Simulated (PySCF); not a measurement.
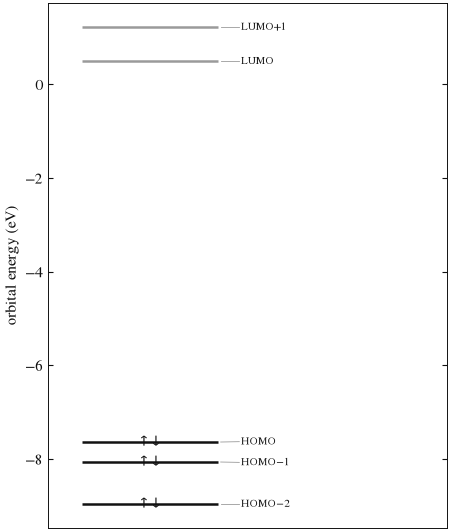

Kohn-Sham orbital energies near the frontier, PBE0/def2-SVPD in PySCF 2.14.0, at a GFN2-xTB geometry (no frequency check), isolated molecule; empty levels in grey, levels within 0.03 eV side by side.

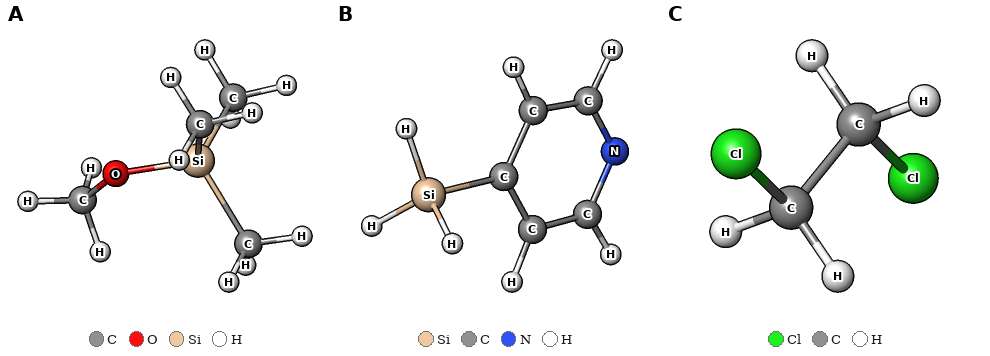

### Which molecule has this level scheme? The candidates are drawn in the second picture.

Structure A, C₄H₁₂OSi, SMILES CO[Si](C)(C)C. HOMO −7.64 eV, LUMO 0.49 eV, separation 8.13 eV.

Caveats: the tight-binding geometry is rougher than a DFT one and adds to the error; empty levels above zero depend strongly on the basis.
